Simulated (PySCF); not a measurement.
KH, singlet. CCSD(T)/def2-TZVPP in PySCF, RHF. One reference determinant with the occupation held, the lowest that a PBE0 search over spins and occupations found; no spin-orbit coupling. Zero is the separated fragments in their ground configurations, without counterpoise.

### What bond curve does the calculation give?

re = 2.271 Å, ωe = 981 cm⁻¹, ωexe = 15.4 cm⁻¹, De = 1.69 eV.
```
r (Å)  E (eV)
2.036   −1.57
2.126   −1.65
2.194   −1.68
2.262   −1.69
2.330   −1.68
2.420   −1.66
2.533   −1.60
2.669   −1.50
```

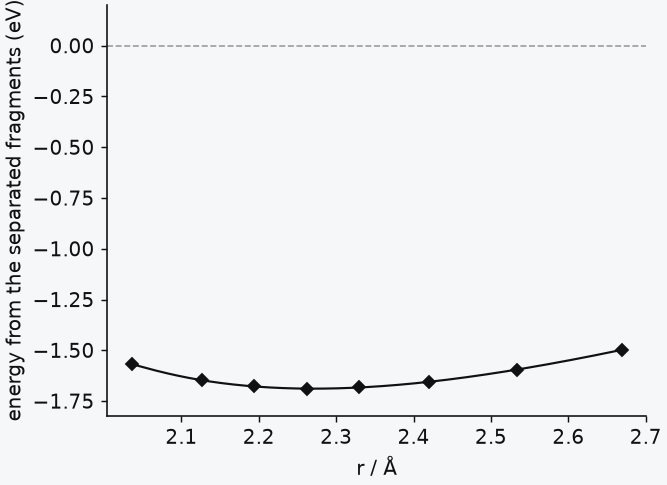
